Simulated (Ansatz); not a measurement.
# AlH2+ (triplet): wave-function methods side by side at distance Al1–H2 = 3.875 Å, cc-pVQZ

Aim: climb from Hartree-Fock through coupled cluster and multireference methods for AlH2+ (triplet) at one geometry and basis, and see what each rung misses.

Program: Ansatz 0.2.0, Gaussian basis. Level of theory: cc-pVQZ, core rule «outside noble gas», up to 5 orbitals frozen. These are calculated values, not measurements.

To be run: UHF; CCSD(T) on ROHF; CCSD(T) on UHF; BCCD(T) on ROHF; CCSDT(Q) on ROHF; CCSDT(Q) on UHF; CASSCF and MRCISD+Q, 4 electrons in 6 orbitals; CASSCF and NEVPT2, 4 electrons in 6 orbitals; Full CI.

4 further runs of the same task are left out: 4 for a known fault of the program. Runs told in other sessions of the task aren't counted.

### 1 What is computed

The geometry derives from a PBE0/def2-TZVP stationary point (not a proven minimum). One bond is set to the value named and the two fragments are kept rigid.

3 atoms, charge 1, spin multiplicity 3.

Atoms are counted from 1 here; the program's logs count them from 0.

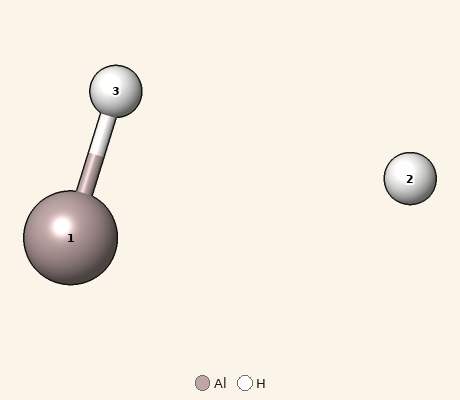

The structure; aluminium light grey, hydrogen white; atoms are numbered from 1 in the order of the file.

In the tables R marks a restricted open-shell determinant and U an unrestricted one; 'valence' is the active space of 4 electrons in 6 orbitals; energies count from the table's Hartree-Fock row.

### 2 UHF

Contents of in.yaml:

```yaml
crystal:
  periodic: [false, false, false]
  atoms:
    - {symbol: Al, position_ang: [0.000000, -0.039087, -0.165906]}
    - {symbol: H, position_ang: [0.000000, 1.984982, 3.138450]}
    - {symbol: H, position_ang: [0.000000, -0.938666, 1.302685]}
basis:
  gaussian: {orbitals: cc-pVQZ}
total_charge: 1
magnetization: {spin_polarized: true, initial_magnetization: 2}
hamiltonian: {xc: hf}
output: {orbitals: {seedname: orbitals}}
```

Started as:

```
$ ansatz run in.yaml --threads 1 --pin off --events-out ev --progress --plain --max-ram 4096MiB --backend cpu
```

The program printed:

```text
Functional definition: HF
  name "HF"
  cite "Fock, Z. Phys. 61, 126 (1930) doi:10.1007/BF01340294"
  parent pbe
  exchange = exact_x
  correlation = 0
493 factors; their error is unknown
mean field evaluation 1: about -6603.1428 eV, gradient 6.7e0 eV
mean field evaluation 2: about -6603.7948 eV, gradient 2.5e0 eV
mean field evaluation 4: about -6603.9386 eV, gradient 2.1e-1 eV
mean field evaluation 8: about -6604.0954 eV, gradient 2.4e-2 eV
mean field -6604.09543104 eV, -242.6960306740 hartree, gradient 2.5e-5 eV, S^2 2.045681; 0 other end points of the search recorded, 0 dependent functions left out
reference -6604.09543104 eV, -242.6960306740 hartree; 8, 6 occupied and 111, 113 virtual orbitals, 493 factors
Total energy: -6604.09543104 eV, -242.6960306740 hartree
```

Run time: 0.54 s. Hardware: 1 thread of AMD EPYC 7R13, shared host.

From the report: ⟨S²⟩ of the determinant 2.046 (pure triplet: 2.00).

### 3 CCSD(T) on ROHF

in.yaml, as its differences from that of step 2:

```diff
@@ -9,4 +9,4 @@
 total_charge: 1
-magnetization: {spin_polarized: true, initial_magnetization: 2}
-hamiltonian: {xc: hf}
-output: {orbitals: {seedname: orbitals}}
+magnetization: {spin_polarized: false, initial_magnetization: 2}
+correlation: {method: ccsd_t, electrons: outside_noble_gas}
+output: {forces: true}
```

Started as:

```
$ ansatz run in.yaml --threads 2 --pin off --events-out ev --progress --plain --max-ram 24576MiB --backend cuda --devices 0, --max-vram 18GiB
```

The program printed, cut to the lines that bear on the results:

```text
Functional definition: HF
  name "HF"
  cite "Fock, Z. Phys. 61, 126 (1930) doi:10.1007/BF01340294"
  parent pbe
[...]
683 factors; integrals over basis functions are off by at most 8.3e-4 eV
[...]
mean field -6603.91970827 eV, -242.6895729814 hartree, gradient 7.7e-6 eV, S^2 2.000000; 0 other end points of the search recorded, 0 dependent functions left out
[...]
5 core orbitals not correlated: weight in the atoms' cores, before any rotation towards them, 1.000 or more for the frozen orbitals, at most 0.000 for the correlated occupied ones
reference -6603.91970827 eV, -242.6895729814 hartree; 3, 1 occupied and 111, 113 virtual orbitals, 683 factors
second order -1.04774202 eV of doubles, -0.05296049 eV of singles
cycle   1  -1.30144655 eV  change   -2.0e-1 eV  update   5.1e-2
[...]
cycle  12  -1.47973127 eV  change    6.1e-8 eV  update   1.3e-6
perturbative correction -0.02794257 eV, -0.0010268704 hartree
[...]
Total energy: -6605.42738211 eV, -242.7449789730 hartree
Atom 0 at     0.000000    -0.039087    -0.165906 Å, force    -0.000000    -0.423879     0.764434 eV/Å
Atom 1 at     0.000000     1.984982     3.138450 Å, force     0.000000    -0.013781    -0.030942 eV/Å
Atom 2 at     0.000000    -0.938666     1.302685 Å, force     0.000000     0.437660    -0.733493 eV/Å
Dipole moment:     0.000000    -0.046553    -0.280097 e Å
```

Run time: 6 s. Hardware: 1 × H100 (card shared with other runs) with 2 threads of AMD EPYC 7R13, shared host; peak host memory 1 GiB.

From the report: correlation -1.5077 eV; T1 0.050; largest double amplitude 0.09.

### 4 CCSD(T) on UHF

in.yaml, as its differences from that of step 3:

```diff
@@ -9,3 +9,3 @@
 total_charge: 1
-magnetization: {spin_polarized: false, initial_magnetization: 2}
+magnetization: {spin_polarized: true, initial_magnetization: 2}
 correlation: {method: ccsd_t, electrons: outside_noble_gas}
```

Same command.

The program printed, cut to the lines that bear on the results:

```text
Functional definition: HF
  name "HF"
  cite "Fock, Z. Phys. 61, 126 (1930) doi:10.1007/BF01340294"
  parent pbe
[...]
683 factors; integrals over basis functions are off by at most 8.3e-4 eV
[...]
mean field -6604.09577921 eV, -242.6960434692 hartree, gradient 1.7e-6 eV, S^2 2.045681; 0 other end points of the search recorded, 0 dependent functions left out
5 core orbitals not correlated: weight in the atoms' cores, before any rotation towards them, 1.000 or more for the frozen orbitals, at most 0.000 for the correlated occupied ones
reference -6604.09577921 eV, -242.6960434692 hartree; 3, 1 occupied and 111, 113 virtual orbitals, 683 factors
second order -0.95391460 eV of doubles, -0.00000000 eV of singles
cycle   1  -1.14424252 eV  change   -1.9e-1 eV  update   5.0e-2
[...]
cycle  12  -1.31522189 eV  change    1.5e-7 eV  update   1.2e-6
perturbative correction -0.01870126 eV, -0.0006872588 hartree
[...]
Total energy: -6605.42970237 eV, -242.7450642409 hartree
Atom 0 at     0.000000    -0.039087    -0.165906 Å, force    -0.000000    -0.423390     0.763586 eV/Å
Atom 1 at     0.000000     1.984982     3.138450 Å, force     0.000000    -0.013754    -0.030910 eV/Å
Atom 2 at     0.000000    -0.938666     1.302685 Å, force     0.000000     0.437144    -0.732676 eV/Å
Dipole moment:     0.000000    -0.046595    -0.280042 e Å
```

It took 18 s on 1 × H100 (card shared with other runs) with 2 threads of AMD EPYC 7R13, shared host; peak host memory 1 GiB.

From the report: ⟨S²⟩ of the determinant 2.046 (pure triplet: 2.00); correlation -1.3339 eV; T1 0.023; largest double amplitude 0.08.

### 5 BCCD(T) on ROHF

in.yaml, as its differences from that of step 4:

```diff
@@ -9,4 +9,3 @@
 total_charge: 1
-magnetization: {spin_polarized: true, initial_magnetization: 2}
-correlation: {method: ccsd_t, electrons: outside_noble_gas}
-output: {forces: true}
+magnetization: {spin_polarized: false, initial_magnetization: 2}
+correlation: {method: bccd_t, electrons: outside_noble_gas}
```

Same command.

The program printed, cut to the lines that bear on the results:

```text
Functional definition: HF
  name "HF"
  cite "Fock, Z. Phys. 61, 126 (1930) doi:10.1007/BF01340294"
  parent pbe
[...]
683 factors; integrals over basis functions are off by at most 8.3e-4 eV
[...]
mean field -6603.91970827 eV, -242.6895729814 hartree, gradient 7.7e-6 eV, S^2 2.000000; 0 other end points of the search recorded, 0 dependent functions left out
[...]
5 core orbitals not correlated: weight in the atoms' cores, before any rotation towards them, 1.000 or more for the frozen orbitals, at most 0.000 for the correlated occupied ones
reference -6603.91970827 eV, -242.6895729814 hartree; 3, 1 occupied and 111, 113 virtual orbitals, 683 factors
second order -1.04774202 eV of doubles, -0.05296049 eV of singles
cycle   1  -1.32440851 eV  change   -2.2e-1 eV  update   5.3e-2
[...]
cycle  11  -1.48653381 eV  change    1.7e-6 eV  update   3.1e-6
perturbative correction -0.02198502 eV, -0.0008079344 hartree
Total energy: -6605.42822710 eV, -242.7450100259 hartree
```

Run time: 18 s. Hardware: 1 × H100 (card shared with other runs) with 2 threads of AMD EPYC 7R13, shared host; peak host memory 0.85 GiB.

From the report: correlation -1.5085 eV; largest double amplitude 0.08.

### 6 CCSDT(Q) on ROHF

in.yaml, as its differences from that of step 5:

```diff
@@ -10,2 +10,2 @@
 magnetization: {spin_polarized: false, initial_magnetization: 2}
-correlation: {method: bccd_t, electrons: outside_noble_gas}
+correlation: {method: ccsdt_q, electrons: outside_noble_gas}
```

Launched as before.

The program printed, cut to the lines that bear on the results:

```text
Functional definition: HF
  name "HF"
  cite "Fock, Z. Phys. 61, 126 (1930) doi:10.1007/BF01340294"
  parent pbe
[...]
1300 factors; integrals over basis functions are off by at most 1.4e-7 eV
[...]
mean field -6603.91971145 eV, -242.6895730984 hartree, gradient 7.7e-7 eV, S^2 2.000000; 0 other end points of the search recorded, 0 dependent functions left out
[...]
5 core orbitals not correlated: weight in the atoms' cores, before any rotation towards them, 1.000 or more for the frozen orbitals, at most 0.000 for the correlated occupied ones
reference -6603.91971145 eV, -242.6895730984 hartree; 3, 1 occupied and 111, 113 virtual orbitals, 1300 factors
second order -1.04775345 eV of doubles, -0.05296067 eV of singles
cycle   1  -1.30144689 eV  change   -2.0e-1 eV  update   5.3e-2
[...]
cycle  15  -1.51593163 eV  change   -1.7e-7 eV  update   3.3e-7
perturbative correction -0.00001407 eV, -0.0000005171 hartree
Total energy: -6605.43565715 eV, -242.7452830753 hartree
```

Wall time 12 s (1 × H100 (card shared with other runs) with 2 threads of AMD EPYC 7R13, shared host); peak host memory 0.86 GiB.

From the report: correlation -1.5159 eV; T1 0.052; largest double amplitude 0.09.

### 7 CCSDT(Q) on UHF

in.yaml, as its differences from that of step 6:

```diff
@@ -9,3 +9,3 @@
 total_charge: 1
-magnetization: {spin_polarized: false, initial_magnetization: 2}
+magnetization: {spin_polarized: true, initial_magnetization: 2}
 correlation: {method: ccsdt_q, electrons: outside_noble_gas}
```

Launched as before.

The program printed, cut to the lines that bear on the results:

```text
Functional definition: HF
  name "HF"
  cite "Fock, Z. Phys. 61, 126 (1930) doi:10.1007/BF01340294"
  parent pbe
[...]
1300 factors; integrals over basis functions are off by at most 1.4e-7 eV
[...]
mean field -6604.09578263 eV, -242.6960435946 hartree, gradient 3.0e-6 eV, S^2 2.045681; 0 other end points of the search recorded, 0 dependent functions left out
5 core orbitals not correlated: weight in the atoms' cores, before any rotation towards them, 1.000 or more for the frozen orbitals, at most 0.000 for the correlated occupied ones
reference -6604.09578263 eV, -242.6960435946 hartree; 3, 1 occupied and 111, 113 virtual orbitals, 1300 factors
second order -0.95392689 eV of doubles, -0.00000000 eV of singles
cycle   1  -1.14424410 eV  change   -1.9e-1 eV  update   5.1e-2
[...]
cycle  15  -1.34109603 eV  change   -1.4e-7 eV  update   3.3e-7
perturbative correction -0.00001122 eV, -0.0000004122 hartree
Total energy: -6605.43688987 eV, -242.7453283769 hartree
```

Wall time 17 s (1 × H100 (card shared with other runs) with 2 threads of AMD EPYC 7R13, shared host); peak host memory 0.86 GiB.

From the report: ⟨S²⟩ of the determinant 2.046 (pure triplet: 2.00); correlation -1.3411 eV; T1 0.023; largest double amplitude 0.09.

### 8 CASSCF and MRCISD+Q, 4 electrons in 6 orbitals

in.yaml, as its differences from that of step 7:

```diff
@@ -9,3 +9,3 @@
 total_charge: 1
-magnetization: {spin_polarized: true, initial_magnetization: 2}
-correlation: {method: ccsdt_q, electrons: outside_noble_gas}
+magnetization: {spin_polarized: false, initial_magnetization: 2}
+correlation: {method: fic_mrcisd_q, electrons: outside_noble_gas, active_space: {window: {electrons: 4, orbitals: 6}, shells: [{species: Al, l: s, shell: 3}, {species: Al, l: p, shell: 3}, {species: H, l: s, shell: 1}]}}
```

Same command.

The program printed, cut to the lines that bear on the results:

```text
Functional definition: HF
  name "HF"
  cite "Fock, Z. Phys. 61, 126 (1930) doi:10.1007/BF01340294"
  parent pbe
[...]
1300 factors; integrals over basis functions are off by at most 1.4e-7 eV
[...]
mean field -6603.91971145 eV, -242.6895730984 hartree, gradient 7.7e-7 eV, S^2 2.000000; 0 other end points of the search recorded, 0 dependent functions left out
reference -6603.91971145 eV, -242.6895730984 hartree; 8, 6 occupied and 111, 113 virtual orbitals, 1300 factors
state -6604.86562490 eV, -242.7243347764 hartree
contracted CI cycle   1: correlation 0.00000000 eV, 0.0000000000 hartree, residual 6.14e0 eV
contracted CI cycle   2: correlation -0.52251161 eV, -0.0192019476 hartree, residual 1.66e0 eV
contracted CI cycle   3: correlation -0.55225332 eV, -0.0202949353 hartree, residual 3.65e-1 eV
contracted CI cycle   4: correlation -0.55387410 eV, -0.0203544978 hartree, residual 9.13e-2 eV
contracted CI cycle   5: correlation -0.55396077 eV, -0.0203576826 hartree, residual 2.23e-2 eV
contracted CI cycle   6: correlation -0.55396584 eV, -0.0203578691 hartree, residual 5.32e-3 eV
contracted CI cycle   7: correlation -0.55396614 eV, -0.0203578801 hartree, residual 1.31e-3 eV
contracted CI cycle   8: correlation -0.55396616 eV, -0.0203578807 hartree, residual 2.93e-4 eV
state -6604.86562490 eV, -242.7243347764 hartree; corrected -6605.42716446 eV, -242.7449709745 hartree
Total energy: -6605.42716446 eV, -242.7449709745 hartree
Checks for a lower state left out: starts, orbital_swaps
```

It took 9 s on 1 × H100 (card shared with other runs) with 2 threads of AMD EPYC 7R13, shared host; peak host memory 0.84 GiB.

From the report: 125 determinants; active occupations 1.93, 1.00, 0.99, 0.04, 0.02, 0.02.

### 9 CASSCF and NEVPT2, 4 electrons in 6 orbitals

Contents of in.yaml:

```yaml
crystal:
  periodic: [false, false, false]
  atoms:
    - {symbol: Al, position_ang: [0.000000, -0.039087, -0.165906]}
    - {symbol: H, position_ang: [0.000000, 1.984982, 3.138450]}
    - {symbol: H, position_ang: [0.000000, -0.938666, 1.302685]}
basis:
  gaussian: {orbitals: cc-pVQZ}
total_charge: 1
magnetization: {spin_polarized: false, initial_magnetization: 2}
correlation: {method: sc_nevpt2, electrons: outside_noble_gas, active_space: {window: {electrons: 4, orbitals: 6}, shells: [{species: Al, l: s, shell: 3}, {species: Al, l: p, shell: 3}, {species: H, l: s, shell: 1}]}}
```

Same command.

The program printed:

```text
Functional definition: HF
  name "HF"
  cite "Fock, Z. Phys. 61, 126 (1930) doi:10.1007/BF01340294"
  parent pbe
  exchange = exact_x
  correlation = 0
1300 factors; integrals over basis functions are off by at most 1.4e-7 eV
mean field evaluation 1: about -6603.1811 eV, gradient 6.7e0 eV
mean field evaluation 2: about -6603.1816 eV, gradient 6.7e0 eV
mean field evaluation 4: about -6603.8488 eV, gradient 1.1e0 eV
mean field evaluation 8: about -6603.9189 eV, gradient 1.4e-1 eV
mean field evaluation 16: about -6603.9197 eV, gradient 7.7e-7 eV
mean field -6603.91971145 eV, -242.6895730984 hartree, gradient 7.7e-7 eV, S^2 2.000000; 0 other end points of the search recorded, 0 dependent functions left out
reference -6603.91971145 eV, -242.6895730984 hartree; 8, 6 occupied and 111, 113 virtual orbitals, 1300 factors
state -6604.86562490 eV, -242.7243347764 hartree
state -6604.86562490 eV, -242.7243347764 hartree; corrected -6605.27763345 eV, -242.7394758112 hartree
Total energy: -6605.27763345 eV, -242.7394758112 hartree
Checks for a lower state left out: starts, orbital_swaps
```

Run time: 8.5 s. Hardware: 1 × H100 (card shared with other runs) with 2 threads of AMD EPYC 7R13, shared host; peak host memory 0.82 GiB.

From the report: 125 determinants; active occupations 1.93, 1.00, 0.99, 0.04, 0.02, 0.02.

### 10 Full CI

Contents of in.yaml:

```yaml
crystal:
  periodic: [false, false, false]
  atoms:
    - {symbol: Al, position_ang: [0.000000, -0.039087, -0.165906]}
    - {symbol: H, position_ang: [0.000000, 1.984982, 3.138450]}
    - {symbol: H, position_ang: [0.000000, -0.938666, 1.302685]}
basis:
  gaussian: {orbitals: cc-pVQZ}
total_charge: 1
magnetization: {spin_polarized: false, initial_magnetization: 2}
correlation: {method: fci, electrons: outside_noble_gas}
```

Same command.

The program printed:

```text
Functional definition: HF
  name "HF"
  cite "Fock, Z. Phys. 61, 126 (1930) doi:10.1007/BF01340294"
  parent pbe
  exchange = exact_x
  correlation = 0
1300 factors; integrals over basis functions are off by at most 1.4e-7 eV
mean field evaluation 1: about -6603.1811 eV, gradient 6.7e0 eV
mean field evaluation 2: about -6603.1816 eV, gradient 6.7e0 eV
mean field evaluation 4: about -6603.8488 eV, gradient 1.1e0 eV
mean field evaluation 8: about -6603.9189 eV, gradient 1.4e-1 eV
mean field evaluation 16: about -6603.9197 eV, gradient 7.7e-7 eV
mean field -6603.91971145 eV, -242.6895730984 hartree, gradient 7.7e-7 eV, S^2 2.000000; 0 other end points of the search recorded, 0 dependent functions left out
5 core orbitals not correlated: weight in the atoms' cores, before any rotation towards them, 1.000 or more for the frozen orbitals, at most 0.000 for the correlated occupied ones
reference -6603.91971145 eV, -242.6895730984 hartree; 3, 1 occupied and 111, 113 virtual orbitals, 1300 factors
state -6605.43563799 eV, -242.7452823711 hartree
Total energy: -6605.43563799 eV, -242.7452823711 hartree
```

Wall time 1.9 min (1 × H100 (card shared with other runs) with 2 threads of AMD EPYC 7R13, shared host); peak host memory 3.5 GiB.

From the report: 20,878,961 determinants, symmetry A'.

### 11 Natural occupations

Natural occupations of the FCI state about the gap (report; correlated orbitals 1 to 10): 1.921, 1.000, 0.987, 0.034, 0.019, 0.019, 0.005, 0.005, 0.005, 0.002. The count of effectively unpaired electrons, Σ n²(2 − n)², is 2.03; a single determinant of this spin has 2.

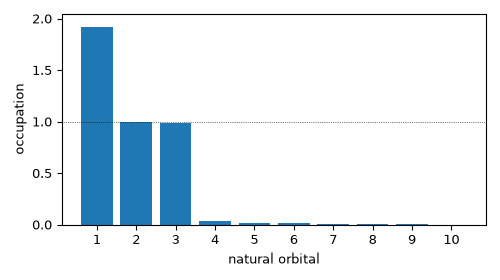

Natural occupations of the FCI state.

### 12 The ladder

The yardstick is full CI for this spin, exact in this basis with these frozen cores. Rows without a time are mean-field rows or come out of runs for another level: lower rungs of the coupled-cluster runs, CASSCF and MRCISD of the multireference runs, or the Hartree-Fock search. The times of RCCSD(T), UCCSD(T) include forces.

Differences are taken before rounding.

```tsv
method	energy from the lowest ROHF (meV)	from FCI (meV)	time
ROHF	0.0	+1515.9	
UHF	-176.1	+1339.9	
RMP2	-1100.7	+415.2	
UMP2	-1130.0	+385.9	
RCCSD	-1479.7	+36.2	
UCCSD	-1491.3	+24.6	
RCCSD(T)	-1507.7	+8.3	6 s
UCCSD(T)	-1510.0	+5.9	18 s
BCCD(T)	-1508.5	+7.4	18 s
RCCSDT	-1515.9	0.0	
UCCSDT	-1517.2	-1.2	
RCCSDT(Q)	-1515.9	0.0	12 s
UCCSDT(Q)	-1517.2	-1.3	17 s
CASSCF valence	-945.9	+570.0	
NEVPT2 valence	-1357.9	+158.0	8.5 s
MRCISD valence	-1499.9	+16.0	
MRCISD+Q valence	-1507.5	+8.5	9 s
FCI	-1515.9	0	1.9 min
```

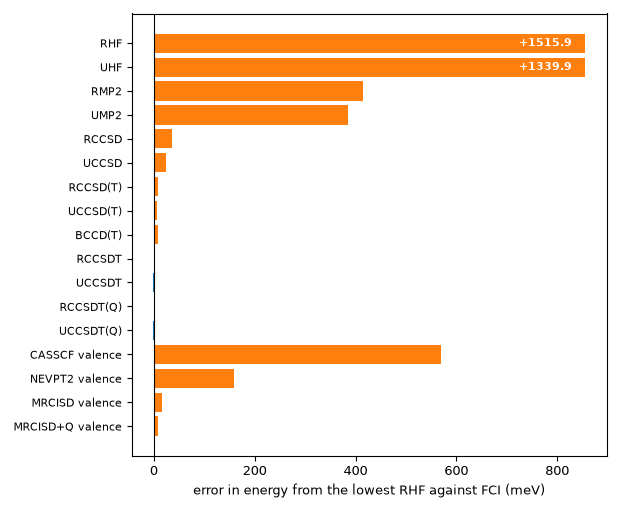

Error of each method against FCI. Bars with a number in them are cut short.

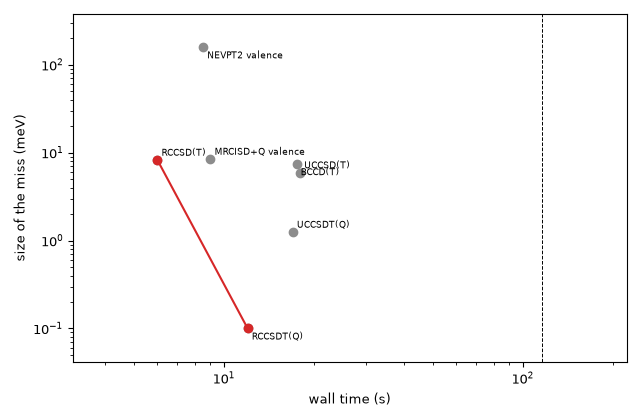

Miss against cost. Red marks the levels that no quicker level drawn beats (of those quicker than the yardstick), and the dashed line is the time of FCI. Misses under 0.1 meV are drawn at that value. Times are from a shared host.

### 13 Results

```
                         quantity                                                                                                              value
          FCI from the ROHF energy                                                                                                         -1.5159 eV
                    RMP2 from FCI                                                                                                         +415.2 meV
                    UMP2 from FCI                                                                                                         +385.9 meV
                   RCCSD from FCI                                                                                                          +36.2 meV
                RCCSD(T) from FCI                                                                                                           +8.3 meV
                UCCSD(T) from FCI                                                                                                           +5.9 meV
               RCCSDT(Q) from FCI                                                                                                            0.0 meV
               UCCSDT(Q) from FCI                                                                                                           -1.3 meV
          NEVPT2 valence from FCI                                                                                                         +158.0 meV
        MRCISD+Q valence from FCI                                                                                                           +8.5 meV
levels within 1 kcal/mol (43 meV)  RCCSD, UCCSD, RCCSD(T), UCCSD(T), BCCD(T), RCCSDT, UCCSDT, RCCSDT(Q), UCCSDT(Q), MRCISD valence, MRCISD+Q valence
                    T1 diagnostic                                                                                                              0.050
   effectively unpaired electrons                                                                                                               2.03
```

What this shows: RCCSD(T) lands +8.3 meV from the yardstick (0.5 % of the correlation energy). The occupations are near whole numbers, but T1 = 0.050 shows that the orbitals relax strongly. Of the multireference levels listed MRCISD+Q valence comes nearest in total energy (+8.5 meV), which doesn't show that its space is the better one. These misses are within one basis, not against nature; the frozen cores of restricted and unrestricted runs differ, which can shift their rows.

Levels on UHF freeze UHF's core orbitals, full CI those of ROHF, so the U rows can settle a little off it for that reason alone.

For cost: RCCSDT(Q) gets within 0.0 meV in 12 s, where FCI took 1.9 min; the quickest level in the cost chart, RCCSD(T), takes 6 s and misses by 8.3 meV.
